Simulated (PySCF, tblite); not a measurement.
**C₄H₆ClFSi: dynamics, then NMR shifts on frames, part 1 of 2**

How do NMR shifts of C₄H₆ClFSi (`FC1=C(Cl)C[SiH2]C1`) change as the atoms move?

Computed with tblite 0.8.0 and PySCF 2.14.0, with density-fitted response routines of our own, on a single molecule in the gas phase. Atoms are numbered from 0 throughout.

## (1) The molecule as given

13 atoms, charge 0, multiplicity 1; geometry from: GFN2-xTB.

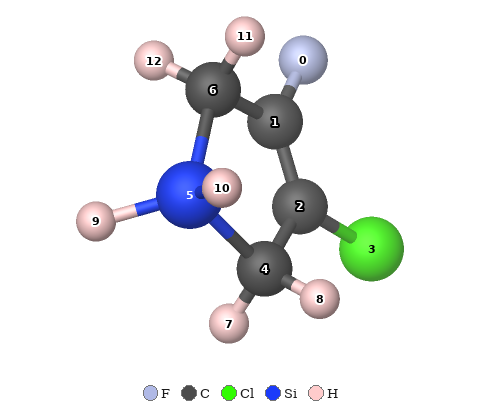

As it starts; fluorine light blue, carbon dark grey, chlorine green, silicon blue, hydrogen pink, atoms numbered.

## (2) A short Langevin run with GFN2-xTB

Job settings and geometry (Å):

```
{"job": {"kind": "md", "xc": "GFN2-xTB", "basis": "xTB", "temperature": 300, "steps": 2000, "every": 50, "frames": 5}, "charge": 0, "multiplicity": 1}
F     -1.537285     2.164462    -0.298183
C     -0.730489     1.091293    -0.152285
C      0.592128     1.166778    -0.216879
Cl     1.450626     2.645117    -0.495018
C      1.386079    -0.087583    -0.040523
Si     0.059939    -1.437979     0.231358
C     -1.402393    -0.218917     0.090511
H      2.007739    -0.257560    -0.920151
H      2.071574     0.025197     0.800025
H      0.052116    -2.443326    -0.832087
H      0.146185    -2.054859     1.555531
H     -2.014647    -0.154482     0.991077
H     -2.085960    -0.437653    -0.731105
```

With the program's defaults for keys left out, this is: GFN2-xTB Langevin dynamics, gas phase.

The run is started by

```
$ OMP_NUM_THREADS=1 python probes_run.py task.json out
```

One launch serves the whole session: the jobs run in the order shown.

What it wrote:

```text
t/fs     T/K      E/eV
    0.0   250.0   -615.39577
   25.0   156.6   -615.17917
   50.0   181.1   -615.10307
   75.0   160.4   -615.07109
  100.0   281.0   -615.15068
  125.0   208.3   -615.00956
  150.0   203.9   -614.82739
  175.0   311.0   -614.91092
  200.0   309.5   -614.78849
  225.0   374.5   -614.84637
  250.0   341.2   -614.88832
  275.0   392.5   -614.86730
  300.0   348.6   -614.97481
  325.0   268.0   -614.82500
  350.0   229.7   -614.93957
  375.0   350.7   -615.10048
  400.0   299.7   -614.82605
  425.0   330.4   -614.92706
  450.0   273.5   -614.95183
  475.0   281.1   -614.94739
  500.0   332.8   -615.03725
  525.0   304.0   -614.92704
  550.0   261.3   -614.76315
  575.0   361.6   -614.91755
  600.0   261.2   -614.82270
  625.0   344.1   -615.12029
  650.0   326.7   -615.04986
  675.0   306.7   -614.88179
  700.0   390.1   -615.00766
  725.0   330.8   -614.77481
  750.0   248.1   -614.87255
  775.0   244.2   -614.99310
  800.0   363.3   -615.07804
  825.0   347.0   -615.02333
  850.0   322.8   -614.98300
  875.0   201.1   -614.79608
  900.0   256.8   -615.00602
  925.0   266.1   -615.04123
  950.0   253.3   -615.11222
  975.0   241.0   -615.13851
 1000.0   174.3   -615.12925
```

Wall time 22 s (1 thread, shared host).

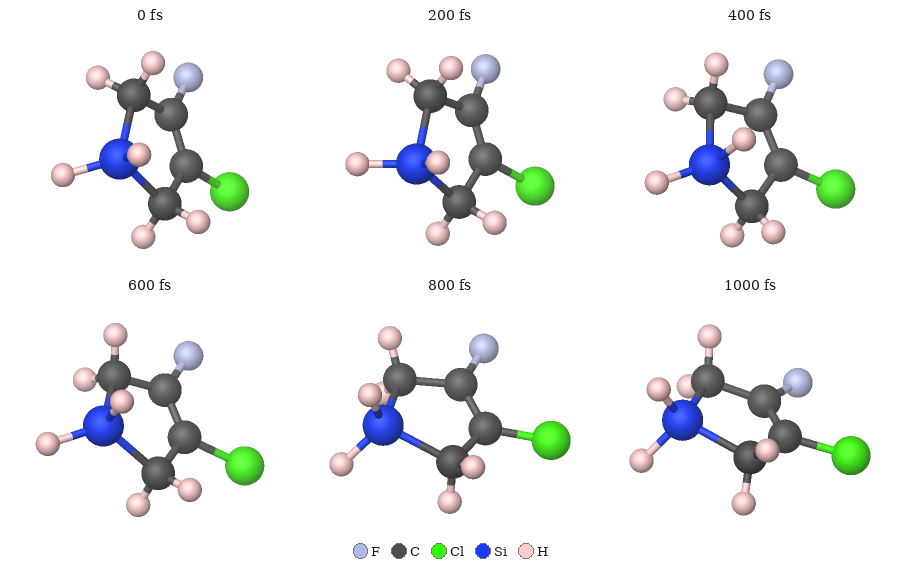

Frames of the run.

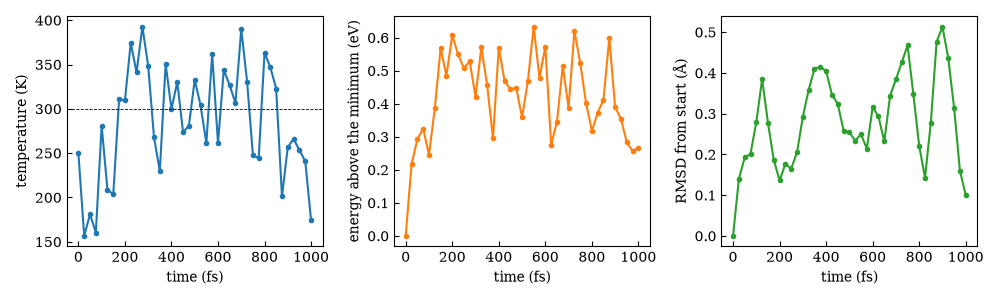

Temperature, potential energy and distance from the start.

Positions (Å) and forces (eV/Å) at 1000 fs:

```xyz
13

F    -1.553    2.327   -0.218   -0.289   -1.116   -0.304
C    -1.301    0.964   -0.152    0.016    0.863    0.246
C    -0.284    0.570    0.602    0.029   -0.138   -0.072
Cl    0.616    1.751    1.458    0.493    0.039    0.336
C     0.023   -0.878    0.684    0.923   -1.217   -0.096
Si   -1.337   -1.666   -0.446    1.067    0.031   -0.840
C    -2.161   -0.018   -0.874   -0.607    1.017    0.874
H     1.072   -1.161    0.304   -1.335    0.696    0.430
H     0.017   -1.262    1.724   -0.097    0.388   -0.449
H    -0.672   -2.216   -1.675   -0.225    0.181    0.397
H    -2.189   -2.689    0.078   -0.401   -0.303    0.410
H    -3.202    0.127   -0.532    0.289   -0.298    0.109
H    -2.203    0.295   -1.890    0.135   -0.144   -1.042
```

## (3) Shielding tensors: 250 fs, PBE0/pcSseg-1

Job settings and geometry (Å):

```
{"job": {"kind": "nmr", "xc": "PBE0", "basis": "pcSseg-1", "pop": false}, "charge": 0, "multiplicity": 1}
F     -1.910900     1.921100    -0.068400
C     -1.063200     0.935500    -0.060700
C      0.296400     1.167700    -0.069100
Cl     1.152800     2.647600    -0.140500
C      1.155900    -0.067100    -0.206100
Si    -0.056500    -1.525800     0.094000
C     -1.597000    -0.499000     0.067600
H      1.562700     0.031100    -1.196200
H      1.993700    -0.074700     0.436100
H     -0.280500    -2.580300    -0.915500
H      0.110300    -2.208600     1.486700
H     -2.156700    -0.530200     1.007700
H     -2.392800    -0.671200    -0.744100
```

With the program's defaults for keys left out, this is: GIAO PBE0/pcSseg-1 NMR shielding, non-relativistic, gas phase.

What it wrote:

```text
coarse grid: 12400 points
cycle   1  E = -1004.8302333943  dE =  9.169e-01  |g| = 5.042e-01  |ddm| = 3.465e+00
cycle   2  E = -1004.8098903479  dE =  2.034e-02  |g| = 6.236e-01  |ddm| = 8.371e-01
cycle   3  E = -1004.8800967106  dE = -7.021e-02  |g| = 6.757e-02  |ddm| = 4.854e-01
cycle   4  E = -1004.8807676604  dE = -6.709e-04  |g| = 3.157e-02  |ddm| = 7.318e-02
cycle   5  E = -1004.8809902675  dE = -2.226e-04  |g| = 7.225e-03  |ddm| = 3.225e-02
cycle   6  E = -1004.8810000024  dE = -9.735e-06  |g| = 3.864e-03  |ddm| = 1.034e-02
cycle   7  E = -1004.8810034281  dE = -3.426e-06  |g| = 1.004e-03  |ddm| = 4.293e-03
final grid: 112344 points
cycle   8  E = -1004.9271611867  dE = -2.952e-05  |g| = 7.152e-03  |ddm| = 2.608e-02
cycle   9  E = -1004.9271483576  dE =  1.283e-05  |g| = 1.031e-02  |ddm| = 1.588e-02
cycle  10  E = -1004.9271727705  dE = -2.441e-05  |g| = 1.444e-03  |ddm| = 1.035e-02
cycle  11  E = -1004.9271731286  dE = -3.581e-07  |g| = 4.955e-04  |ddm| = 1.635e-03
cycle  12  E = -1004.9271731856  dE = -5.704e-08  |g| = 1.245e-04  |ddm| = 5.338e-04
cycle  13  E = -1004.9271731890  dE = -3.340e-09  |g| = 3.275e-05  |ddm| = 1.257e-04
cycle  14  E = -1004.9271731892  dE = -2.015e-10  |g| = 7.088e-06  |ddm| = 3.035e-05
converged SCF energy = -1004.9271731892

GIAO shielding tensors (ppm)
atom      isotropic    diamagn.    paramagn.     s11        s22        s33       span
  0 F      271.516     471.211    -199.696    175.968    231.090    407.489    231.521
  1 C       16.953     248.695    -231.742    -79.888     58.163     72.586    152.474
  2 C       63.552     258.668    -195.117    -11.949     93.762    108.842    120.791
  3 Cl     740.429    1146.060    -405.631    534.557    761.483    925.246    390.688
  4 C      165.980     251.413     -85.434    138.967    159.736    199.236     60.269
  5 Si     396.568     878.381    -481.813    372.424    384.389    432.891     60.467
  6 C      167.528     255.941     -88.413    151.430    158.390    192.765     41.335
  7 H       29.907      30.332      -0.425     25.360     28.703     35.659     10.299
  8 H       30.769      30.973      -0.204     26.033     29.675     36.599     10.566
  9 H       26.906      27.563      -0.657     23.722     24.565     32.432      8.709
 10 H       26.244      26.651      -0.407     23.289     23.802     31.641      8.351
 11 H       29.240      29.496      -0.256     25.537     26.573     35.610     10.073
 12 H       28.331      27.727       0.604     24.229     25.760     35.003     10.774
```

Wall time 32 s (1 thread, shared host).

Shifts follow as δ = σ(reference) − σ, with reference shieldings (ppm) from runs at the same level and on the same kind of geometry: ¹H TMS 31.72, ¹³C TMS 186.9, ²⁹Si TMS 349.2, ¹⁹F CFCl3 170.9, ³⁵Cl HCl 950. The references are single molecules in the gas phase, so shifts against H2O, NH3, PH3, H3PO4 or CFCl3 are not on the usual liquid scales and can be off by tens of ppm. Each atom is listed at this fixed geometry, with no averaging over motion; a spectrum would average atoms that exchange fast.

| atoms | environment | σ (ppm) | δ (ppm) |
| --- | --- | --- | --- |
| C1 | fully substituted alkene carbon | 17.0 | 170.0 |
| C2 | fully substituted alkene carbon | 63.6 | 123.4 |
| C4 | allylic sp3 CH2 bonded to Si | 166.0 | 20.9 |
| C6 | allylic sp3 CH2 bonded to Si | 167.5 | 19.4 |
| H10 | hydrogen on a silicon bonded to 2 C, in a 5-membered ring | 26.24 | 5.47 |
| H9 | hydrogen on a silicon bonded to 2 C, in a 5-membered ring | 26.91 | 4.81 |
| H12 | hydrogen on an allylic sp3 CH2 bonded to Si | 28.33 | 3.39 |
| H11 | hydrogen on an allylic sp3 CH2 bonded to Si | 29.24 | 2.48 |
| H7 | hydrogen on an allylic sp3 CH2 bonded to Si | 29.91 | 1.81 |
| H8 | hydrogen on an allylic sp3 CH2 bonded to Si | 30.77 | 0.95 |
| F0 | vinylic fluorine | 271.5 | -100.6 |
| Cl3 | chlorine bonded to C | 740 | 209 |
| Si5 | silicon bonded to 2 C, 2 H, in a 5-membered ring | 396.6 | -47.4 |

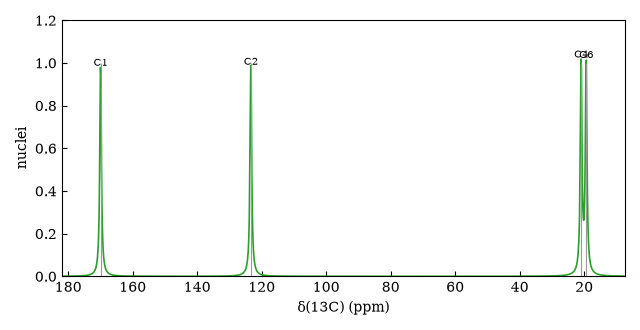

¹³C lines at the computed shifts, without couplings. Lines are broadened to a width of 0.60 ppm (Lorentzian).

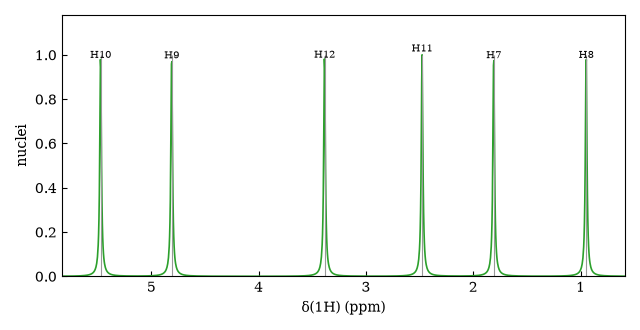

¹H lines at the computed shifts, without couplings. Lines are broadened to a width of 0.02 ppm (Lorentzian).

Ring of atoms C1, C2, C4, Si5, C6: NICS(0) -5.2, NICS(1) -2.8, NICS(1)zz 0.4 ppm (means of both faces).

## (4) Nuclear shieldings: 425 fs, PBE0/pcSseg-1

Job settings and geometry (Å):

```
{"job": {"kind": "nmr", "xc": "PBE0", "basis": "pcSseg-1", "pop": false}, "charge": 0, "multiplicity": 1}
F     -1.971500     1.913400     0.110300
C     -1.189300     0.826700     0.189900
C      0.134300     0.886900     0.174300
Cl     0.985700     2.352100     0.518800
C      1.001700    -0.377900     0.152300
Si    -0.387600    -1.637300     0.497500
C     -1.783900    -0.500600     0.004400
H      1.509500    -0.399000    -0.790200
H      1.841000    -0.385300     0.859200
H     -0.136400    -2.764200    -0.430300
H     -0.227300    -1.985500     1.813000
H     -2.758000    -0.569100     0.493600
H     -2.036900    -0.654900    -1.033100
```

With the program's defaults for keys left out, this is: GIAO PBE0/pcSseg-1 NMR shielding, non-relativistic, gas phase.

What it wrote:

```text
coarse grid: 12400 points
cycle   1  E = -1004.8256372483  dE =  1.045e+00  |g| = 5.037e-01  |ddm| = 3.483e+00
cycle   2  E = -1004.8055805111  dE =  2.006e-02  |g| = 6.280e-01  |ddm| = 9.303e-01
cycle   3  E = -1004.8759392051  dE = -7.036e-02  |g| = 7.844e-02  |ddm| = 5.421e-01
cycle   4  E = -1004.8768683256  dE = -9.291e-04  |g| = 3.280e-02  |ddm| = 8.429e-02
cycle   5  E = -1004.8770988737  dE = -2.305e-04  |g| = 5.980e-03  |ddm| = 3.486e-02
cycle   6  E = -1004.8771067272  dE = -7.854e-06  |g| = 2.097e-03  |ddm| = 9.330e-03
final grid: 112344 points
cycle   7  E = -1004.9240406149  dE = -2.916e-05  |g| = 8.355e-03  |ddm| = 2.499e-02
cycle   8  E = -1004.9240188895  dE =  2.173e-05  |g| = 1.295e-02  |ddm| = 2.019e-02
cycle   9  E = -1004.9240566414  dE = -3.775e-05  |g| = 1.431e-03  |ddm| = 1.313e-02
cycle  10  E = -1004.9240570134  dE = -3.720e-07  |g| = 4.550e-04  |ddm| = 1.591e-03
cycle  11  E = -1004.9240570604  dE = -4.701e-08  |g| = 1.195e-04  |ddm| = 5.061e-04
cycle  12  E = -1004.9240570634  dE = -2.936e-09  |g| = 3.403e-05  |ddm| = 1.251e-04
cycle  13  E = -1004.9240570636  dE = -2.326e-10  |g| = 6.368e-06  |ddm| = 3.234e-05
converged SCF energy = -1004.9240570636

GIAO shielding tensors (ppm)
atom      isotropic    diamagn.    paramagn.     s11        s22        s33       span
  0 F      281.548     471.512    -189.964    185.357    272.878    386.408    201.051
  1 C       25.105     250.593    -225.489    -68.834     62.721     81.427    150.261
  2 C       61.859     257.457    -195.598     -9.910     84.961    110.526    120.437
  3 Cl     720.314    1146.504    -426.190    514.225    699.481    947.235    433.011
  4 C      165.271     251.271     -86.000    137.616    159.053    199.145     61.529
  5 Si     398.664     879.630    -480.967    364.541    392.826    438.624     74.083
  6 C      175.892     256.758     -80.866    158.241    167.869    201.566     43.325
  7 H       29.969      30.934      -0.965     26.480     27.607     35.820      9.340
  8 H       29.830      29.940      -0.110     25.735     28.117     35.638      9.903
  9 H       27.021      27.814      -0.793     23.685     24.461     32.916      9.232
 10 H       28.592      29.593      -1.002     24.714     26.257     34.804     10.090
 11 H       30.037      28.288       1.749     25.716     27.294     37.101     11.385
 12 H       29.790      30.650      -0.859     25.908     26.745     36.719     10.811
```

Wall time 30 s (1 thread, shared host).

Key values: δ C1 161.8, C2 125.1, C4 21.7, C6 11.0, H9 4.70, H10 3.13 ppm.

(Continued in part 2 of 2.)
